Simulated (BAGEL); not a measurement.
# B3LYP/6-31G(d) (density fitting with qzvpp-jkfit, spherical functions) run of CH4Cl2Si (methyldichlorosilane)

Aim: the energy change on altering one bond length of CH4Cl2Si (methyldichlorosilane) at B3LYP/6-31G* (density fitting with qzvpp-jkfit, spherical functions), from 2 runs. 

Program for the calculation: BAGEL 1.2.2.

6 further runs of the same task are left out: 5 that didn't finish, 1 set aside as unsound or not needed. Runs told in other sessions of the task aren't counted.

### Step 1. Starting point

CH4Cl2Si: 8 atoms, total charge 0, spin state singlet. SMILES: `C[SiH](Cl)Cl`. The coordinates come from a PBE0-D4/def2-TZVP relaxation.

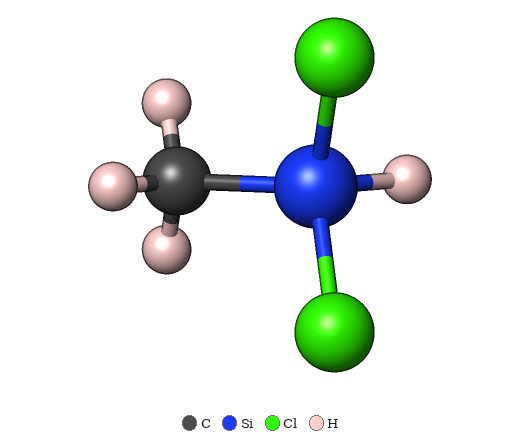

Viewed from a chosen angle; carbon dark grey, silicon blue, chlorine green, hydrogen pink.

### Step 2. A single-point energy at B3LYP/6-31G(d) (density fitting with qzvpp-jkfit, spherical functions)

Input file input.json:

```json
{ "bagel": [

{
  "title": "molecule",
  "basis": "6-31gs.json",
  "df_basis": "qzvpp-jkfit",
  "angstrom": true,
  "geometry": [
    { "atom": "C", "xyz": [   -0.168200,    1.000100,   -0.143000 ] },
    { "atom": "Si", "xyz": [    0.058100,   -0.802700,    0.188900 ] },
    { "atom": "Cl", "xyz": [    1.964700,   -1.153600,    0.852700 ] },
    { "atom": "Cl", "xyz": [   -0.248000,   -1.870300,   -1.533000 ] },
    { "atom": "H", "xyz": [   -1.182600,    1.191400,   -0.501000 ] },
    { "atom": "H", "xyz": [   -0.003400,    1.573900,    0.772100 ] },
    { "atom": "H", "xyz": [    0.539900,    1.340100,   -0.901100 ] },
    { "atom": "H", "xyz": [   -0.868500,   -1.335900,    1.208600 ] }
  ]
},
{ "title": "ks", "xc_func": "b3lyp" },
{ "title": "print", "file": "orbitals.molden", "orbitals": true }

]}
```

The basis set 6-31G* is read from a file made from the Basis Set Exchange's data (not shown).

Command:

```bash
$ BAGEL_NUM_THREADS=1 BAGEL input.json > input.out
```

Log:

```text
* using 1 threads per process

  ===============================================================
  ===============================================================

  *** Geometry ***

  { "atom" : "C", "xyz" : [     -0.317852,      1.889915,     -0.270231 ] },
  { "atom" : "Si", "xyz" : [      0.109793,     -1.516883,      0.356969 ] },
  { "atom" : "Cl", "xyz" : [      3.712745,     -2.179988,      1.611369 ] },
  { "atom" : "Cl", "xyz" : [     -0.468652,     -3.534355,     -2.896950 ] },
  { "atom" : "H", "xyz" : [     -2.234790,      2.251420,     -0.946753 ] },
  { "atom" : "H", "xyz" : [     -0.006425,      2.974240,      1.459058 ] },
  { "atom" : "H", "xyz" : [      1.020263,      2.532422,     -1.702832 ] },
  { "atom" : "H", "xyz" : [     -1.641227,     -2.524485,      2.283923 ] },

  Number of auxiliary basis functions:      531

  Since a DF basis is specified, we compute 2- and 3-index integrals:
    o Being stored without compression. Storage requirement is 0.025 GB

  Number of basis functions:       76
  Number of electrons      :       58

    * METHOD: MOLECULE                             0.25

  *** Kohn-Sham DFT ***

    * Removing 15306 points whose weight is below 1.00e-10
    * Grid points: 103942

  === Nuclear Repulsion ===
   273.3797599110

       - DIIS with orbital gradients will be used.

  === KS iteration (b3lyp / 6-31gs.json) ===
      0      -1217.87841935          0.12937629           0.34
      1      -1168.69091525          0.17004958           0.33
      2      -1173.13144775          0.11480641           0.34
      3      -1210.84529443          0.15281102           0.32
      4      -1249.83156924          0.03139436           0.31
      5      -1250.38846410          0.01253572           0.31
      6      -1250.41804496          0.01120755           0.31
      7      -1250.49636074          0.00366237           0.31
      8      -1250.50312279          0.00147479           0.31
      9      -1250.50438211          0.00028436           0.31
     10      -1250.50442446          0.00004287           0.31
     11      -1250.50442532          0.00001085           0.31
     12      -1250.50442539          0.00000202           0.31
     13      -1250.50442539          0.00000038           0.31
     14      -1250.50442539          0.00000015           0.31
     15      -1250.50442539          0.00000007           0.31
     16      -1250.50442539          0.00000002           0.31
     17      -1250.50442539          0.00000000           0.30
    * SCF iteration converged.

    * Permanent dipole moment:
           (    0.489816,    -0.785643,    -0.217954) a.u.

    * METHOD: KS                                   6.09

    * METHOD: PRINT                                0.01

  ===============================================================
```

Wall time 6.6 s (1 thread of Arm Neoverse V2, shared host); peak memory 0.42 GiB.

### Step 3. The distorted shape

Input file dft.json:

```json
{ "bagel": [

{
  "title": "molecule",
  "basis": "6-31gs.json",
  "df_basis": "qzvpp-jkfit",
  "angstrom": "true",
  "geometry": [
    { "atom": "C", "xyz": [   -0.281348,    1.901481,   -0.308946 ] },
    { "atom": "Si", "xyz": [    0.058100,   -0.802700,    0.188900 ] },
    { "atom": "Cl", "xyz": [    1.964700,   -1.153600,    0.852700 ] },
    { "atom": "Cl", "xyz": [   -0.248000,   -1.870300,   -1.533000 ] },
    { "atom": "H", "xyz": [   -1.295748,    2.092781,   -0.666946 ] },
    { "atom": "H", "xyz": [   -0.116548,    2.475281,    0.606154 ] },
    { "atom": "H", "xyz": [    0.426752,    2.241481,   -1.067046 ] },
    { "atom": "H", "xyz": [   -0.868500,   -1.335900,    1.208600 ] }
  ]
},
{ "title": "ks", "xc_func": "b3lyp" },
{ "title": "print", "file": "orbitals.molden", "orbitals": "true" }

]}
```

The basis set 6-31G* is read from a file made from the Basis Set Exchange's data (not shown).

Command:

```bash
$ BAGEL_NUM_THREADS=1 BAGEL dft.json > dft.out
```

Log:

```text
* using 1 threads per process

  ===============================================================
  ===============================================================

  *** Geometry ***

  { "atom" : "C", "xyz" : [     -0.531671,      3.593278,     -0.583823 ] },
  { "atom" : "Si", "xyz" : [      0.109793,     -1.516883,      0.356969 ] },
  { "atom" : "Cl", "xyz" : [      3.712745,     -2.179988,      1.611369 ] },
  { "atom" : "Cl", "xyz" : [     -0.468652,     -3.534355,     -2.896950 ] },
  { "atom" : "H", "xyz" : [     -2.448609,      3.954783,     -1.260345 ] },
  { "atom" : "H", "xyz" : [     -0.220244,      4.677603,      1.145465 ] },
  { "atom" : "H", "xyz" : [      0.806444,      4.235785,     -2.016425 ] },
  { "atom" : "H", "xyz" : [     -1.641227,     -2.524485,      2.283923 ] },

  Number of auxiliary basis functions:      531

  Since a DF basis is specified, we compute 2- and 3-index integrals:
    o Being stored without compression. Storage requirement is 0.025 GB

  Number of basis functions:       76
  Number of electrons      :       58

    * METHOD: MOLECULE                             0.25

  *** Kohn-Sham DFT ***

    * Removing 13786 points whose weight is below 1.00e-10
    * Grid points: 105462

  === Nuclear Repulsion ===
   253.2886531822

       - DIIS with orbital gradients will be used.

  === KS iteration (b3lyp / 6-31gs.json) ===
      0      -1213.86815869          0.12302640           0.34
      1      -1139.24408249          0.11677872           0.31
      2      -1174.37685384          0.11337358           0.30
      3      -1233.91181984          0.06043162           0.30
      4      -1234.67265139          0.08062506           0.30
      5      -1249.74913903          0.03068370           0.30
      6      -1249.89237542          0.02364261           0.30
      7      -1249.70932359          0.02929134           0.30
      8      -1250.17716402          0.01854258           0.31
      9      -1250.40481517          0.00333001           0.30
     10      -1250.41179639          0.00122188           0.31
     11      -1250.41265863          0.00024130           0.31
     12      -1250.41269884          0.00005679           0.31
     13      -1250.41270223          0.00001722           0.29
     14      -1250.41270247          0.00001085           0.30
     15      -1250.41270255          0.00000104           0.30
     16      -1250.41270255          0.00000029           0.30
     17      -1250.41270255          0.00000012           0.30
     18      -1250.41270255          0.00000003           0.30
     19      -1250.41270255          0.00000001           0.30
     20      -1250.41270255          0.00000001           0.30
    * SCF iteration converged.

    * Permanent dipole moment:
           (    0.425086,    -0.504393,    -0.242379) a.u.

    * METHOD: KS                                   6.79

    * METHOD: PRINT                                0.01

  ===============================================================
```

Run time: 7.2 s. Hardware: 1 thread of Arm Neoverse V2, shared host; peak memory 0.43 GiB.

### Step 4. Results

At B3LYP/6-31G* (density fitting with qzvpp-jkfit, spherical functions):

| quantity | value |
| --- | --- |
| first shape: total energy | -1250.50443 Eh |
| first shape: dipole moment | 2.42 D |
| first shape: HOMO energy | -8.57 eV |
| first shape: LUMO energy | 0.41 eV |
| first shape: HOMO–LUMO gap | 8.98 eV |
| distorted shape: total energy | -1250.41270 Eh |
| distorted shape: dipole moment | 1.79 D |
| distorted shape: HOMO energy | -7.14 eV |
| distorted shape: LUMO energy | -2.08 eV |
| distorted shape: HOMO–LUMO gap | 5.06 eV |
| energy change with the C1–Si2 bond stretched from 1.847 to 2.771 Å | 2.496 eV |

In words: With the C1–Si2 bond stretched from 1.847 to 2.771 Å the energy rises by 2.50 eV (241 kJ/mol). The first shape isn't relaxed at this level, so the change isn't measured from a minimum.
